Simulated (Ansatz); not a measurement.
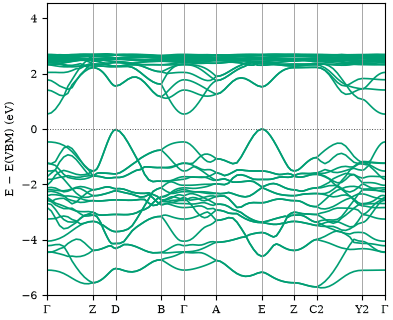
Band structure from r²SCAN (plane waves, PAW; program Ansatz)

**Question.** Read off the gap and where the band edges lie.

**Answer.** About 0.5 eV (0.54 eV by a search for the band edges); maximum at E, minimum at Γ.

**Question.** Which of these materials gives this?
A) LaSe2, P2_1/c (La on 4e, Se on 4e, Se on 4e)
B) CuTe2I, P2_1/c (Cu on 4e, Te on 4e, Te on 4e, I on 4e)
C) SbRuSe, P2_1/c (Sb on 4e, Ru on 4e, Se on 4e)
D) SbOsSe, P2_1/c (Sb on 4e, Os on 4e, Se on 4e)

**Answer.** A, LaSe2, P2_1/c (La on 4e, Se on 4e, Se on 4e)

The workflow started from a Materials Project entry (that database holds measured and hypothetical structures alike); the Crystallography Open Database copy checked does not list it. Whether it is the stable phase at ambient conditions was not checked. Symmetry was held in the r²SCAN relaxation; its stability against distortions is not shown here. Spin–orbit coupling is left out wherever it is not named.

Potentials: the later of the program's two PAW sets.
